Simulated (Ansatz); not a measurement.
```xyz
9

Al   -0.145    1.300   -0.861
O     0.697   -0.280   -0.930
C     0.635   -0.795    0.323
S    -0.810    0.046    1.249
H    -1.420    1.451   -1.800
H     0.714    2.537   -0.340
H     0.443   -1.875    0.348
H     1.498   -0.561    0.965
H    -1.783   -0.645    0.624
```

Where will the first 4 clear peaks of this molecule's radial distribution curve from gas electron diffraction lie, and which pairs make them?

Peak 1, 1.36 Å: S–H 1.35 Å, O–C 1.36 Å; in its flanks C–H 1.10 Å
Peak 2, 1.84 Å: Al–O 1.79 Å, S–C 1.91 Å, not resolved; in its flanks Al–H 1.59 Å
Peak 3, 2.55 Å: Al···C 2.53 Å, S–Al 2.54 Å, S···O 2.67 Å, not resolved
Peak 4, 3.39 Å: S···H 3.32–3.41 Å (×2), C···H 3.40 Å, Al···H 3.45 Å, not resolved; in its flanks C···H 3.71 Å

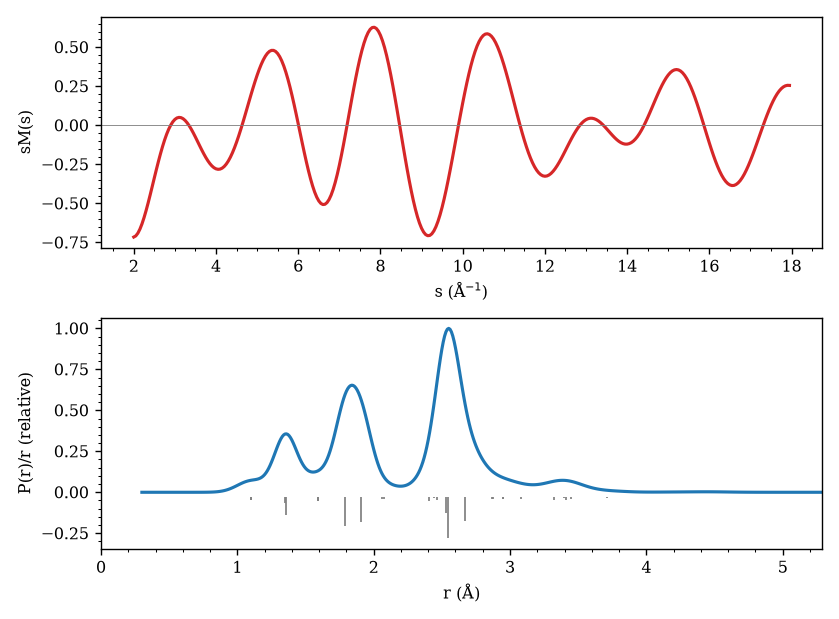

Simulated gas electron diffraction: reduced molecular intensity sM(s) from the Debye equation in the first Born approximation (top) and the radial distribution curve (bottom) of CH5AlOS. Each pair of atoms contributes with weight ZᵢZⱼ/r (bars below the curve); damping constant 0.002 Å²; vibrational amplitudes assumed, not computed: 0.05 Å for bonds, 0.078 Å for bonds to H, 0.06 + 0.015 r up to 0.15 Å for other pairs. The geometry is the end point of an optimisation (RKS PBE0/6-31G* (Ansatz 0.2.0)); it may be a saddle point or a higher isomer.
